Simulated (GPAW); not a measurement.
# Near-edge structure at the Fe K edge of FeB2W2 (Immm), part 3 of 3

What does one-electron theory with a core hole give for the Fe K edge of FeB2W2 (Immm)?

GPAW 26.7.0; X-ray absorption from dipole matrix elements to empty bands, plane-wave PAW LDA.

So far. Step 4 (Spectrum with XCH, Fe atom 3): The total-energy difference is 7091.23 eV. The tabulated edge of the element is 7112 eV. The functional leaves an error in such absolute values: in the free atom LDA prices this hole 16.1 eV below PBE (computed apart), and PBE is itself good to a few eV. Step 5 (Spectrum with FCH, Fe atom 3): Against the first run the r.m.s. difference is 2 %. The highest intensity below 24 eV goes from 16.7 eV (2.14) to 16.8 eV (2.16).

### Step 7. Spectrum with XCH, Fe atom 3

A smaller cell brings the holes closer; here they are 3.2 Å apart.

Changed against the first core-hole run: supercell atoms from 25 to 5; the field's mesh follows (3×3×3 to 6×6×6).

The input, xas.py:

```python
import numpy as np
from ase import Atoms
from ase.parallel import parprint, paropen
from gpaw import GPAW, PW, FermiDirac, Mixer, MixerDif, setup_paths
from gpaw.test import gen
setup_paths.insert(0, '.')
gen('Fe', name='fch1s', xcname='LDA', corehole=(1, 0, 1), write_xml=True)
from gpaw.mpi import world
world.barrier()

atoms = Atoms('W2FeB2',
    cell=[[3.15205432, 0, 0],
     [-1.57602716, 2.28139065, 3.54961874],
     [1.57602716, -2.28139065, 3.54961874]],
    scaled_positions=[[0.5, 0.29680223, 0.29680223],
     [0.5, 0.70319777, 0.70319777],
     [0, 0, 0],
     [0.7934348, 0.2934348, 0.7065652],
     [0.2065652, 0.7065652, 0.2934348]],
    magmoms=[0.0, 0.0, 4.0, 0.0, 0.0],
    pbc=True)
atoms.calc = calc = GPAW(legacy_gpaw=True, mode=PW(430), xc='LDA', setups={2: 'fch1s'},
    kpts={'size': (6, 6, 6), 'gamma': True}, occupations=FermiDirac(0.1),
    charge=-1, mixer=MixerDif(0.05, 8, 50), maxiter=150,
    convergence={'density': 0.0001}, txt='scf.txt')
energy = atoms.get_potential_energy() + calc.get_reference_energy()
ef = calc.get_fermi_level()
out = dict(energy=energy, fermi=ef, forces=atoms.get_forces().tolist(), magmoms=atoms.get_magnetic_moments().tolist())
parprint(f'all-electron energy {energy:.4f} eV, Fermi level {ef:.4f} eV')
ev = np.array([[calc.get_eigenvalues(k, s) for k in range(len(calc.get_ibz_k_points()))] for s in range(calc.get_number_of_spins())])
out['homo'], out['lumo'], out['counts'] = ev[ev < ef].max(), ev[ev > ef].min(), sorted(set((ev < ef).sum((0, 2)).tolist()))
out['filled'] = (ev[:, 0] < ef).sum(1).tolist()

from ase.units import Ha
from gpaw.xas import dipole_matrix_elements
nb = int(calc.get_number_of_electrons() / 2) + 49
top = nb
nscf = calc.fixed_density(kpts={'size': (7, 7, 7), 'gamma': True},
    convergence={'eigenstates': 1.0}, txt='nscf.txt')
nscf.diagonalize_full_hamiltonian(nbands=nb)
cell = atoms.cell.array
ops = [cell.T @ U.T @ np.linalg.inv(cell.T) for U in nscf.wfs.kd.symmetry.op_scc]
E = np.arange(-6, 34, 0.1)
fwhm = np.interp(E, [4, 25], [1.25, 3.5])
Y, X, zero, highest = 0, 0, 1e9, 1e9
for spin in range(nscf.get_number_of_spins()):
    wfs = nscf.wfs
    A = dipole_matrix_elements(wfs.setups[2])
    eps = np.zeros((wfs.kd.nibzkpts, nb))
    d = np.zeros((3, A.shape[1], wfs.kd.nibzkpts, nb), complex)
    for kpt in wfs.kpt_u:
        if kpt.s == spin and 2 in kpt.P_ani:
            eps[kpt.k] = kpt.eps_n * Ha
            d[:, :, kpt.k] = (kpt.weight * wfs.nspins / 2) ** 0.5 * np.inner(A, kpt.P_ani[2])
    world.sum(eps)
    world.sum(d)
    T = np.einsum('amkn,bmkn->abkn', d, d.conj()).real
    T = sum(np.einsum('ai,ijkn,bj->abkn', R, T, R) for R in ops) / len(ops)
    empty = eps > ef
    zero, highest = min(zero, eps[empty].min()), min(highest, eps[:, top - 1].min())
    lines = [(eps, T, empty)] if spin == 0 else lines + [(eps, T, empty)]
for eps, T, empty in lines:
    f = np.einsum('aakn->akn', T).reshape(3, -1)
    x = eps.ravel() - zero
    w = np.interp(x, E, fwhm) / 2.35482
    g = np.exp(-0.5 * ((E[:, None] - x) / w) ** 2) / (w * (2 * np.pi) ** 0.5)
    Y = Y + (f * empty.ravel()) @ g.T
    X = X + (f * ~empty.ravel()) @ g.T
out.update(E=E.round(2).tolist(), xas=Y.tolist(), xes=X.tolist(), zero=zero, valid=highest - zero, nk=len(eps), nb=nb)
for i in range(0, len(E), 10):
    parprint(f'{E[i]:7.2f}', *(f'{v:10.3e}' for v in Y[:, i]))
import json
with paropen('out.json', 'w') as f:
    json.dump(out, f)
```

Launch:

```bash
$ OMP_NUM_THREADS=1 mpirun -n 4 gpaw python xas.py
```

Numbers of over 12 decimals in the logs are rounded to 6 here.

The program printed:

```text
Input parameters:
  charge: -1
  convergence: {density: 0.0001}
  kpts: {gamma: True,
         size: (6, 6, 6)}
  maxiter: 150
  mixer: {backend: pulay,
          beta: 0.05,
          method: difference,
          nmaxold: 8,
          weight: 50}
  mode: {ecut: 430.0,
         name: pw}
  occupations: {fixmagmom: False,
                name: fermi-dirac,
                width: 0.1}
  setups: {2: fch1s}

[...]
<dir> UserWarning: Using symmetrized grid: (24,24,24).

  warnings.warn('Using symmetrized grid: ({},{},{}).\n'.format(*N_c))
all-electron energy -905877.3600 eV, Fermi level 14.0266 eV
  -6.00  1.775e-36  2.024e-37  8.709e-37
  -5.00  6.529e-28  7.947e-29  3.088e-28
  -4.00  7.244e-21  9.285e-22  3.250e-21
  -3.00  2.478e-15  3.261e-16  1.030e-15
[...]
32.00  5.387e-07  5.560e-07  4.402e-07
  33.00  5.388e-07  5.458e-07  4.445e-07
[key lines of the parts left out:]
Converged after 34 iterations.
Dipole moment: (-0.000000, -0.000000, -0.000000) |e|*Ang
Free energy:    -95.079043
Fermi level: 14.02663
```

The job ended after 3.4 min (4 MPI ranks of Arm Neoverse V1, shared host; peak memory 0.52 GiB; 13 min of CPU time).

These settings depart from the first run's and aren't meant as converged.

The scaled spectrum changes by 2 % r.m.s. The highest intensity below 24 eV goes from 16.7 eV (2.14) to 16.9 eV (2.09).

```
E (eV)  first run  this run
  -2.0       0.00      0.00
  -0.5       0.06      0.07
   1.0       0.28      0.26
   2.5       0.27      0.26
   4.0       0.47      0.49
   5.5       0.49      0.46
   7.0       0.38      0.39
   8.5       0.58      0.58
  10.0       0.69      0.73
  11.5       1.01      0.97
  13.0       1.26      1.27
  14.5       1.64      1.70
  16.0       2.08      2.03
  17.5       2.07      2.06
  19.0       1.79      1.81
  20.5       1.54      1.57
  22.0       1.42      1.40
  23.5       1.36      1.34
  25.0       1.37      1.37
  26.5       1.37      1.39
  28.0       1.30      1.30
  29.5       1.25      1.26
  31.0       1.27      1.30
```

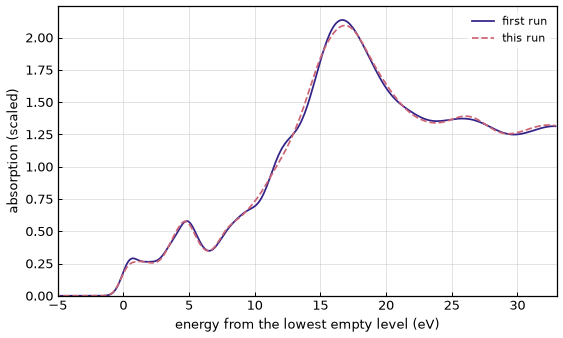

This run beside the first core-hole run.

### Step 8. Results

```yaml
absorber_and_edge: Fe K, atom 3 of the ground-state input (counted from 1)
surroundings: 4 B at 2.07 Å (distorted square planar, site symmetry mmm)
highest_intensity_below_24_ev: 16.7 eV above the zero, height 2.14
photon_energy_of_the_zero_spin_polarised_hole_raw: 7091.2 eV (LDA puts this hole about 16 eV below PBE, itself good to a few eV)
```

The Fe K edge of atom 3, with 4 B at 2.07 Å (distorted square planar, site symmetry mmm), has its highest intensity of the first 24 eV at 16.7 eV above the zero, near 7108 eV in photon energy (LDA puts this hole about 16 eV below PBE, itself good to a few eV), 2.1 times the mean level of the first 20 eV (Gaussian full width 1.25 eV up to 4 eV, rising linearly to 3.5 eV at 25 eV). Changing the core hole to FCH alters the shape by 2 % r.m.s., so the result is insensitive to this choice. A cell with holes 3.2 Å apart changes the curve by 2 % r.m.s. (2 % after the best shift). At the Fe K edge of atom 3 polarisation matters most near 9.2 eV, where the curves differ by 0.9 on this scale. The strongest dipole feature below the main edge lies at 4.8 eV (height 0.58); the site has an inversion centre, so it comes from p states mixed with the neighbours' empty states, not from local p–d mixing. The hole lies in one spin channel, while the script sums the empty states of both and takes the lower zero; where the two channels are split, this blurs and shifts the curve. Quadrupole 1s→3d transitions, which feed the pre-edge, are not in the dipole spectrum. The starting moments shrank to 0.00 μB or less, so this is hardly a magnetic state. The holes are only 6.3 Å apart, so the shape is probably not converged with cell size; no larger cell was run here. The mesh is coarse (0.37 Å⁻¹ between points), so small maxima may be mesh ripples. The structure is a computed Materials Project entry and may be a hypothetical form.

[Banner, clock and machine lines of the logs are left out without a mark of their own.]

[Logs are printed without paths, hosts, clocks, repeated set-up lines and the standing remarks that a program may print on its own settings, such as how far it seeks lower states.]

[Hosts, paths, dates, database ids (printed as entryN), source tags and the programs' standing remarks are cut or masked in the printed files.]

[Lists of maxima count a maximum above −3 eV only where it reaches 4 % of the highest in the window and stands out from its surroundings by 2 % of it (1.5 % where it reaches 55 %); shoulders and weaker maxima are passed over, and of the rest the first, up to two pre-edge ones and the few strongest are named.]
